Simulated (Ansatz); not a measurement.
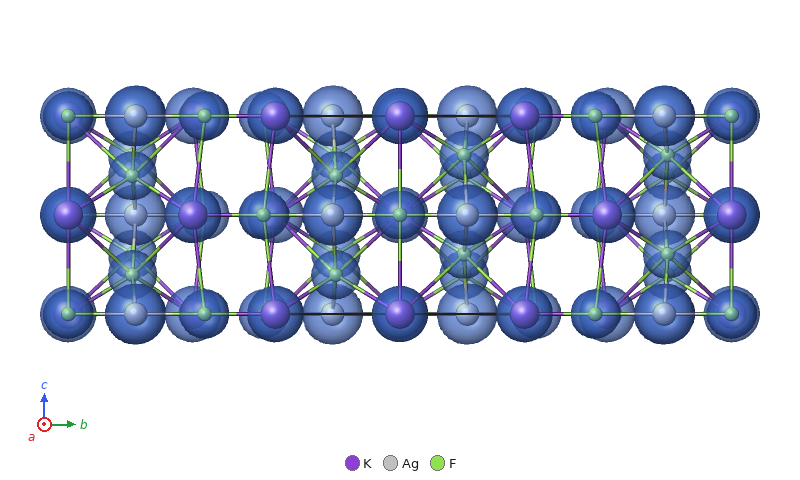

Figure 1: K3Ag2F7. Isosurface of the valence electron density at 0.8 e/Å³ (blue), seen along the a axis. Sticks mark near contacts.

Space group Ccce; not relaxed (largest force 1.4 eV/Å); computed pressure about 2 GPa in this cell.

Level of theory: DFT, PBE, plane-wave PAW, default files, scalar-relativistic in Ansatz 0.2.0.

> Which contacts does the surface bridge?

At this value the density breaks into separate islands; it holds about 80 % of the electrons treated as valence (semicore included). It bridges none of the near contacts. It is pinched off along the sampled Ag–F (2.11 Å), K–F (2.21 Å), Ag–F (2.17 Å) and Ag–F (2.23 Å) contacts. On the grid the lowest density along these lines, outside the cores, is 0.54 e/Å³ (Ag–F, 2.11 Å), 0.33 e/Å³ (K–F, 2.21 Å), 0.47 e/Å³ (Ag–F, 2.17 Å) and 0.4 e/Å³ (Ag–F, 2.23 Å).
